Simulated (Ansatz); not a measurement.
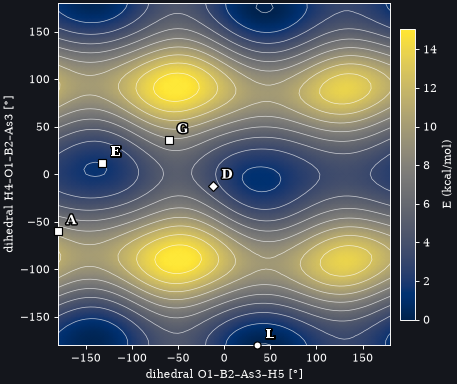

AsBH₃O, SMILES O[B][AsH2], spin multiplicity 2. First axis: dihedral O1–B2–As3–H5. Second axis: dihedral H4–O1–B2–As3. Nothing is relaxed (all other coordinates rigid). The grid has 15 × 15 points. Points are written as (first, second). Energies: kcal/mol, counted from the lowest grid point. Theory: UHF/def2-TZVP (Ansatz).

Drawn: a smooth colour map with a few white contour lines, lettered points. Between grid points the surface is interpolated.

**What kind of point is each of A, E, G, L: minimum, saddle, maximum or slope?**

A: on a slope; E: minimum; G: on a slope; L: minimum. (In these two coordinates alone; a stationary point may lie a little off the grid point.)

**Rank the lettered points by energy, lowest first.**

L (0.0 kcal/mol), E (1.6 kcal/mol), D (3.7 kcal/mol), G (7.7 kcal/mol), A (8.9 kcal/mol).
